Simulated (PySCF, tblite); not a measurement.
**C5H12N2Si: geometry, infrared bands and NMR shifts**

What infrared bands and NMR shifts should C5H12N2Si (`C=N[SiH2]N1CCCC1`) show?

The runs use tblite 0.8.0 and PySCF 2.14.0, with density-fitted response routines of our own; the level of theory stands in each step. All values are computed, except where a source is named. Atoms count from 0, in the outputs and in this text.

## (1) The molecule as given

20 atoms, charge 0, multiplicity 1; geometry from: force field or distance geometry start.

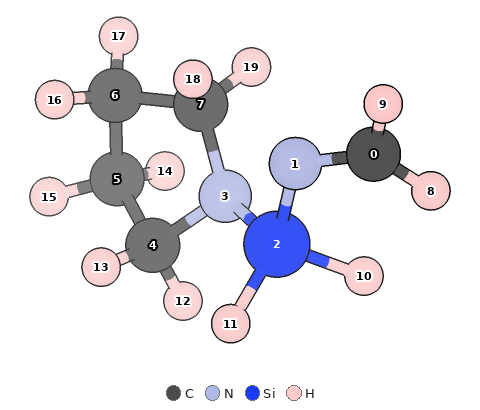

As it starts; carbon dark grey, nitrogen light blue, silicon blue, hydrogen pink, atoms numbered; sticks join atoms by distance.

## (2) Relaxing the molecule with GFN2-xTB

What the job is given:

```
{"job": {"kind": "relax", "xc": "GFN2-xTB", "basis": "xTB"}, "charge": 0, "multiplicity": 1}
C      3.619600     0.391200     0.079100
N      2.497300     0.000600     0.530800
Si     1.427900    -0.907000    -0.534600
N     -0.171900    -0.149800    -0.610200
C     -1.291000    -1.039700    -0.511900
C     -2.438700    -0.045200    -0.387400
C     -1.857000     0.892300     0.669000
C     -0.375100     0.976400     0.262300
H      3.974200     0.233300    -0.924500
H      4.266800     0.947600     0.761800
H      1.975400    -0.825300    -1.899000
H      1.385500    -2.347400    -0.218400
H     -1.386500    -1.530100    -1.509400
H     -1.294000    -1.747600     0.307100
H     -2.576800     0.485600    -1.344200
H     -3.371900    -0.531500    -0.018000
H     -2.005300     0.401000     1.643400
H     -2.336700     1.882100     0.578200
H      0.286600     1.046400     1.122500
H     -0.333700     1.877900    -0.409400
```

Command:

```console
$ OMP_NUM_THREADS=1 python probes_run.py task.json out
```

One launch serves the whole session: the jobs run in the order shown.

Output:

```text
step      E/eV     max force
  0    -663.76433    2.930
  1    -663.98883    1.579
  2    -664.06044    1.077
  3    -664.13571    0.659
  4    -664.18840    0.393
  5    -664.20662    0.369
  6    -664.23342    0.381
  7    -664.24667    0.268
  8    -664.25865    0.209
  9    -664.26797    0.220
 10    -664.27805    0.244
 11    -664.28843    0.288
 12    -664.29889    0.282
 13    -664.30813    0.227
 14    -664.31656    0.175
 15    -664.32481    0.183
 16    -664.33159    0.182
 17    -664.33659    0.170
 18    -664.34108    0.162
 19    -664.34507    0.152
 20    -664.34897    0.121
 21    -664.35167    0.079
 22    -664.35285    0.066
 23    -664.35344    0.057
 24    -664.35400    0.053
 25    -664.35457    0.046
 26    -664.35502    0.046
 27    -664.35537    0.039
 28    -664.35569    0.035
 29    -664.35604    0.039
 30    -664.35644    0.047
 31    -664.35688    0.051
 32    -664.35737    0.054
 33    -664.35786    0.047
 34    -664.35827    0.042
 35    -664.35863    0.041
 36    -664.35899    0.054
 37    -664.35937    0.047
 38    -664.35978    0.043
 39    -664.36019    0.042
 40    -664.36059    0.048
 41    -664.36095    0.048
 42    -664.36119    0.028
 43    -664.36133    0.022
 44    -664.36142    0.020
 45    -664.36150    0.020
 46    -664.36159    0.019
 47    -664.36166    0.015
 48    -664.36170    0.016
 49    -664.36174    0.018
 50    -664.36180    0.018
 51    -664.36188    0.021
 52    -664.36197    0.024
 53    -664.36206    0.022
 54    -664.36215    0.023
 55    -664.36224    0.021
 56    -664.36235    0.022
 57    -664.36247    0.023
 58    -664.36259    0.026
 59    -664.36272    0.027
 60    -664.36287    0.033
 61    -664.36303    0.033
 62    -664.36316    0.023
 63    -664.36328    0.021
 64    -664.36341    0.025
 65    -664.36358    0.033
 66    -664.36378    0.031
 67    -664.36398    0.035
 68    -664.36419    0.036
 69    -664.36445    0.034
 70    -664.36479    0.044
 71    -664.36521    0.045
 72    -664.36561    0.039
 73    -664.36589    0.036
 74    -664.36609    0.035
 75    -664.36628    0.038
 76    -664.36648    0.034
 77    -664.36666    0.030
 78    -664.36680    0.033
 79    -664.36693    0.033
 80    -664.36707    0.023
 81    -664.36720    0.021
 82    -664.36728    0.014
 83    -664.36734    0.013
 84    -664.36737    0.013
 85    -664.36740    0.013
 86    -664.36744    0.014
 87    -664.36748    0.016
 88    -664.36752    0.016
 89    -664.36757    0.017
 90    -664.36762    0.019
 91    -664.36769    0.022
 92    -664.36777    0.022
 93    -664.36785    0.021
 94    -664.36792    0.019
 95    -664.36800    0.019
 96    -664.36809    0.024
 97    -664.36817    0.022
 98    -664.36821    0.015
 99    -664.36825    0.016
100    -664.36828    0.020
101    -664.36833    0.021
102    -664.36838    0.017
103    -664.36842    0.014
104    -664.36845    0.015
105    -664.36849    0.016
106    -664.36854    0.018
107    -664.36857    0.015
108    -664.36859    0.013
109    -664.36860    0.011
110    -664.36863    0.015
111    -664.36865    0.014
112    -664.36867    0.012
113    -664.36870    0.015
114    -664.36875    0.018
115    -664.36883    0.024
116    -664.36895    0.026
117    -664.36908    0.029
118    -664.36920    0.024
119    -664.36932    0.030
120    -664.36944    0.034
121    -664.36955    0.025
122    -664.36960    0.029
123    -664.36968    0.019
124    -664.36974    0.018
125    -664.36981    0.017
126    -664.36988    0.016
127    -664.36992    0.016
128    -664.36995    0.013
129    -664.36998    0.011
130    -664.37001    0.011
131    -664.37004    0.011
132    -664.37007    0.007
```

Run time: 1 s. Hardware: 1 thread of Arm Neoverse V1, shared host; peak memory 0.18 GiB.

The steps of the relaxation: (not every step is listed)

```
step  energy from step 0 (eV)  largest force (eV/Å)
   0                   0.0000                2.9300
   1                  -0.2245                1.5791
   2                  -0.2961                1.0774
   3                  -0.3714                0.6590
   4                  -0.4241                0.3930
   5                  -0.4423                0.3688
   6                  -0.4691                0.3809
   7                  -0.4823                0.2685
   8                  -0.4943                0.2095
  19                  -0.5807                0.1516
  30                  -0.5921                0.0466
  41                  -0.5966                0.0479
  52                  -0.5976                0.0244
  63                  -0.5990                0.0212
  74                  -0.6018                0.0354
  85                  -0.6031                0.0130
  96                  -0.6038                0.0237
 107                  -0.6042                0.0153
 118                  -0.6049                0.0244
 127                  -0.6056                0.0161
 128                  -0.6056                0.0127
 129                  -0.6057                0.0111
 130                  -0.6057                0.0112
 131                  -0.6057                0.0106
 132                  -0.6057                0.0071
```

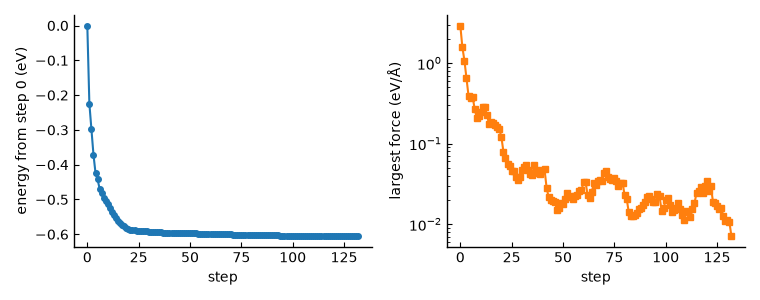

Energy and force, step by step.

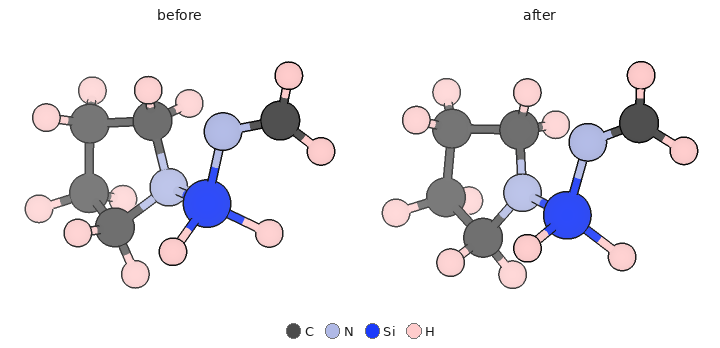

The geometry before (left) and after (right).

Close pairs (by a distance rule), those that changed most:

```
  bond  before (Å)  after (Å)  change (Å)
Si2–N3       1.772      1.704      -0.068
N1–Si2       1.761      1.731      -0.031
C5–H15       1.115      1.088      -0.027
 C0–N1       1.271      1.244      -0.027
C7–H19       1.125      1.101      -0.024
 C0–H8       1.076      1.095      +0.019
C4–H12       1.116      1.097      -0.019
C6–H17       1.104      1.088      -0.015
```

The end geometry stands in the next job.

## (3) Harmonic vibrations with GFN2-xTB

What the job is given:

```
{"job": {"kind": "ir", "xc": "GFN2-xTB", "basis": "xTB"}, "charge": 0, "multiplicity": 1}
C      3.606266     0.435304     0.184071
N      2.457794     0.006290     0.397810
Si     1.428257    -1.020248    -0.541045
N     -0.103308    -0.297865    -0.354665
C     -1.329458    -0.972672    -0.721029
C     -2.468695    -0.050818    -0.264100
C     -1.788003     0.893004     0.726699
C     -0.400497     1.037408     0.110797
H      4.186721     0.253034    -0.726725
H      4.098707     1.044915     0.939388
H      1.811236    -1.174156    -1.958960
H      1.478984    -2.328971     0.120831
H     -1.375635    -1.159847    -1.800893
H     -1.372883    -1.945887    -0.220048
H     -2.854023     0.518271    -1.111306
H     -3.292070    -0.606707     0.180492
H     -1.708071     0.420056     1.705605
H     -2.307921     1.843357     0.831043
H      0.362852     1.364433     0.815315
H     -0.435403     1.751779    -0.726011
```

Output:

```text
mode    cm-1     km/mol
  1      18.9      1.08
  2      39.5      1.73
  3      63.2      4.30
  4     105.2      7.44
  5     133.3      3.65
  6     233.7      3.26
  7     258.6      3.83
  8     273.0      4.21
  9     412.2      9.30
 10     480.7     18.90
 11     553.1    128.22
 12     579.7     30.04
 13     584.1      0.61
 14     718.7    141.72
 15     755.7     58.42
 16     803.1    202.87
 17     824.0    252.21
 18     850.4     15.19
 19     899.9      3.75
 20     947.2      2.35
 21     982.8      3.12
 22    1004.1      7.09
 23    1008.2      3.07
 24    1081.6     19.60
 25    1103.3     22.32
 26    1129.5     20.32
 27    1150.6     18.90
 28    1154.3      7.40
 29    1187.8     45.53
 30    1212.9      4.73
 31    1219.5     33.42
 32    1258.7     88.01
 33    1287.4      0.67
 34    1310.2      1.09
 35    1317.6      4.87
 36    1336.8     80.68
 37    1459.1      0.94
 38    1475.3      0.38
 39    1485.6      0.14
 40    1494.3      1.35
 41    1515.2      1.72
 42    1778.5    155.09
 43    2117.4    419.52
 44    2214.2    256.89
 45    2841.1     78.05
 46    2851.1    125.70
 47    2873.5     69.85
 48    2923.9     69.56
 49    2959.2     67.65
 50    2982.4     15.20
 51    2997.7     33.14
 52    3003.3     66.92
 53    3012.0     46.03
 54    3016.0     58.85
```

Run time: 0.79 s. Hardware: 1 thread of Arm Neoverse V1, shared host; peak memory 0.18 GiB.

The strongest bands and the atoms that carry them (share of the mass-weighted mode):

```
cm⁻¹  km/mol                         atoms
 553   128.2  H11 41 %, H10 31 %, Si2 14 %
 719   141.7   H10 39 %, H11 33 %, N1 14 %
 803   202.9                      Si2 32 %
 824   252.2            H10 45 %, H11 39 %
1778   155.1              N1 49 %, C0 49 %
2117   419.5                      H10 91 %
2214   256.9                      H11 91 %
2851   125.7                       H8 90 %
```

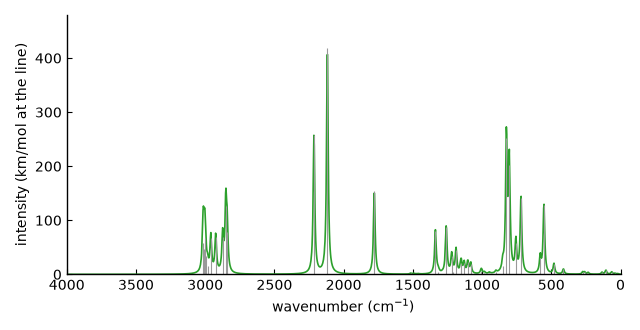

The infrared spectrum from these modes, unscaled. Lines are broadened to a width of 14 cm⁻¹ (Lorentzian).

## (4) Shielding tensors: PBE0/pcSseg-1

The job, as its differences from that of step 3:

```diff
@@ -1,2 +1,2 @@
-{"job": {"kind": "ir", "xc": "GFN2-xTB", "basis": "xTB"}, "charge": 0, "multiplicity": 1}
+{"job": {"kind": "nmr", "xc": "PBE0", "basis": "pcSseg-1"}, "charge": 0, "multiplicity": 1}
 C      3.606266     0.435304     0.184071
```

Method: GIAO PBE0/pcSseg-1 NMR shielding, non-relativistic, gas phase.

Output:

```text
coarse grid: 16624 points
cycle   1  E = -596.0979440938  dE =  1.013e+00  |g| = 5.208e-01  |ddm| = 3.987e+00
cycle   2  E = -596.0011515324  dE =  9.679e-02  |g| = 8.425e-01  |ddm| = 1.322e+00
cycle   3  E = -596.1619891552  dE = -1.608e-01  |g| = 1.056e-01  |ddm| = 8.597e-01
cycle   4  E = -596.1640047358  dE = -2.016e-03  |g| = 4.856e-02  |ddm| = 9.662e-02
cycle   5  E = -596.1645198897  dE = -5.152e-04  |g| = 1.087e-02  |ddm| = 4.423e-02
cycle   6  E = -596.1645402212  dE = -2.033e-05  |g| = 4.685e-03  |ddm| = 1.394e-02
cycle   7  E = -596.1645449546  dE = -4.733e-06  |g| = 4.559e-04  |ddm| = 4.521e-03
final grid: 154416 points
cycle   8  E = -596.2096787783  dE = -3.793e-05  |g| = 9.084e-03  |ddm| = 3.004e-02
cycle   9  E = -596.2096656824  dE =  1.310e-05  |g| = 1.181e-02  |ddm| = 1.983e-02
cycle  10  E = -596.2096993163  dE = -3.363e-05  |g| = 1.329e-03  |ddm| = 1.154e-02
cycle  11  E = -596.2096996537  dE = -3.374e-07  |g| = 4.652e-04  |ddm| = 1.188e-03
cycle  12  E = -596.2096996983  dE = -4.458e-08  |g| = 1.098e-04  |ddm| = 4.022e-04
cycle  13  E = -596.2096997005  dE = -2.212e-09  |g| = 4.839e-05  |ddm| = 1.281e-04
cycle  14  E = -596.2096997010  dE = -4.732e-10  |g| = 7.928e-06  |ddm| = 4.925e-05
converged SCF energy = -596.2096997010

GIAO shielding tensors (ppm)
atom      isotropic    diamagn.    paramagn.     s11        s22        s33       span
  0 C       13.900     250.118    -236.218    -83.237     -2.616    127.553    210.790
  1 N     -159.753     332.915    -492.669   -574.475   -184.518    279.733    854.207
  2 Si     387.432     883.031    -495.600    342.615    370.039    449.640    107.026
  3 N      238.728     330.671     -91.942    164.129    267.656    284.401    120.272
  4 C      140.271     242.052    -101.781    111.946    135.102    173.763     61.817
  5 C      156.685     251.382     -94.697    129.405    167.360    173.288     43.883
  6 C      156.056     249.080     -93.024    137.626    159.654    170.888     33.262
  7 C      136.264     243.623    -107.359    105.798    139.111    163.885     58.087
  8 H       22.777      28.046      -5.269     20.836     21.909     25.587      4.751
  9 H       22.948      28.519      -5.571     21.516     22.663     24.665      3.149
 10 H       26.248      30.570      -4.321     22.811     24.070     31.864      9.053
 11 H       26.323      30.474      -4.151     23.019     24.328     31.624      8.605
 12 H       28.545      29.376      -0.831     23.228     26.964     35.442     12.214
 13 H       28.421      30.177      -1.756     23.102     26.754     35.407     12.305
 14 H       29.837      30.407      -0.569     24.821     27.800     36.891     12.070
 15 H       29.603      29.284       0.319     25.138     26.827     36.844     11.707
 16 H       30.113      31.181      -1.068     25.542     27.692     37.106     11.563
 17 H       30.050      29.808       0.243     25.542     27.134     37.475     11.933
 18 H       27.995      31.549      -3.554     21.867     27.949     34.169     12.302
 19 H       29.026      31.273      -2.247     23.312     27.193     36.574     13.262
```

It took 34 s on 1 thread of Arm Neoverse V1, shared host; peak memory 0.91 GiB.

The references, computed at this level on geometries of the same kind, shield at (ppm): 1H TMS 31.72, 13C TMS 186.9, 29Si TMS 349.2, 15N NH3 267.7. Their shielding less the atom's gives the shift. The references are single molecules in the gas phase, so shifts against H2O, NH3, PH3, H3PO4 or CFCl3 are not on the usual liquid scales and can be off by tens of ppm. Atoms listed in one row are averaged.

```
             atoms                                       environment  σ (ppm)  δ (ppm)  δ scaled to CDCl3
                C0                                        C=N carbon     13.9    173.0              167.0
            C4, C7                               sp3 CH2 bonded to N    138.3     48.7               45.6
            C5, C6                                 sp3 CH2 in a ring    156.4     30.6               27.9
                H8                          hydrogen on a C=N carbon    22.78     8.94               8.53
                H9                          hydrogen on a C=N carbon    22.95     8.77               8.37
          H10, H11               hydrogen on a silicon bonded to 2 N    26.29     5.43                  –
H12, H13, H18, H19                hydrogen on an sp3 CH2 bonded to N    28.50     3.22               3.14
H14, H15, H16, H17                  hydrogen on an sp3 CH2 in a ring    29.90     1.82               1.82
                N1                                    imine nitrogen   -159.8    427.5                  –
                N3  nitrogen bonded to 2 C, Si, in a 5-membered ring    238.7     29.0                  –
               Si2                        silicon bonded to 2 N, 2 H    387.4    -38.3                  –
```

The scaled column applies a straight-line fit of computed shieldings to shifts measured in CDCl3 (root-mean-square error 0.16 ppm for H, 1.9 ppm for C).

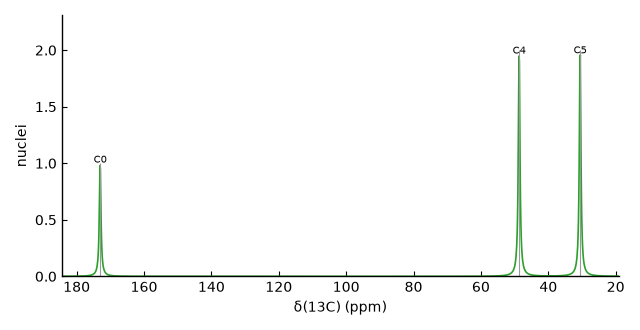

13C lines at the computed shifts, without couplings. Lines are broadened to a width of 0.57 ppm (Lorentzian).

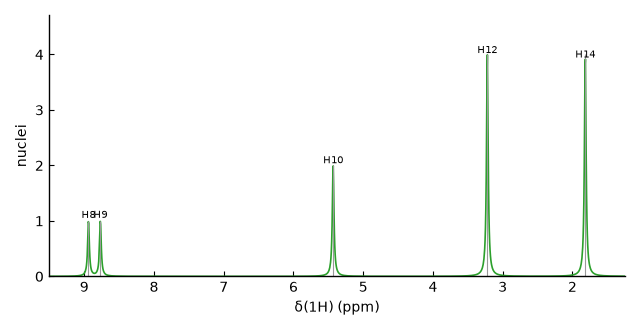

1H lines at the computed shifts, without couplings. Lines are broadened to a width of 0.03 ppm (Lorentzian).

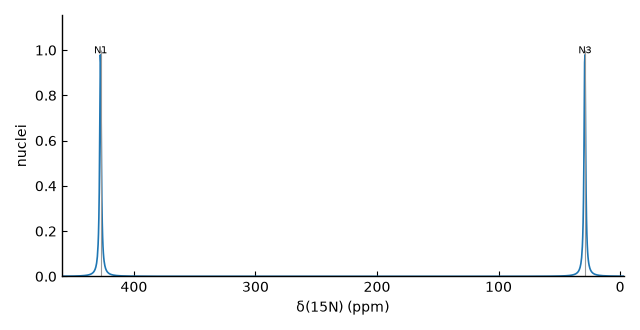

15N lines at the computed shifts, without couplings. Lines are broadened to a width of 2 ppm (Lorentzian).

Charges from the same density, by scheme (e):

```
 atoms  Mulliken    IAO  Hirshfeld  ESP fit
    C0      0.05  -0.07       0.03     0.25
    N1     -0.56  -0.52      -0.22    -0.54
   Si2      0.87   1.01       0.39     0.66
    N3     -0.84  -0.54      -0.18    -0.34
C4, C7      0.07  -0.15      -0.03     0.08
C5, C6     -0.25  -0.26      -0.07    -0.09
```

Hirshfeld charges:

C0 0.03; N1 -0.22; Si2 0.39; N3 -0.18; C4 -0.03; C5 -0.07; C6 -0.07; C7 -0.03; H8 0.04; H9 0.05; H10 -0.10; H11 -0.09; H12 0.03; H13 0.03; H14 0.04; H15 0.04; H16 0.04; H17 0.04; H18 0.03; H19 0.02

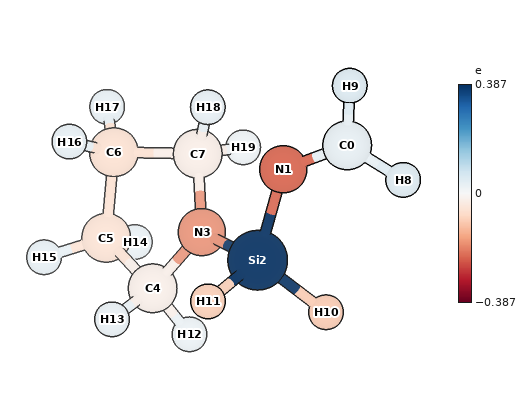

Hirshfeld charges, as colours on the atoms.

Mayer bond orders: C0–N1 1.98, N1–Si2 0.94, Si2–N3 0.99, N3–C4 0.93, C4–C5 1.03, C5–C6 1.04, C6–C7 1.02, C7–N3 0.92.

Ring of atoms N3, C4, C5, C6, C7: NICS(0) -7.2, NICS(1) -3.5, NICS(1)zz -5.2 ppm (means of both faces).

## (5) Results

| quantity | value |
| --- | --- |
| strongest single infrared mode (GFN2-xTB) | 2117 cm⁻¹, 420 km/mol |
| zero-point energy (GFN2-xTB) | 101.9 kcal/mol |
| 13C shifts against TMS (PBE0/pcSseg-1, means over atoms taken as alike) | 173.0, 48.7, 30.6 ppm |
| 1H shifts against TMS (PBE0/pcSseg-1, means over atoms taken as alike) | 8.94, 8.77, 5.43, 3.22, 1.82 ppm |
| 15N shifts against NH3 (PBE0/pcSseg-1) | 427.5, 29.0 ppm |
| 29Si shifts against TMS (PBE0/pcSseg-1) | -38.3 ppm |

The optimisation took 132 steps and gained 0.606 eV; among the close pairs (by a distance rule), Si2–N3 changed most, from 1.772 to 1.704 Å. All 54 modes are real, so the xTB geometry is a minimum. The strongest single mode, at 2117 cm⁻¹, moves mainly H10. Unscaled tight-binding wavenumbers are off by several per cent, some by more. Its intensities can rank the bands wrongly. At PBE0/pcSseg-1: The widest tensor belongs to N1: span 854 ppm, with a paramagnetic part of -493 ppm.
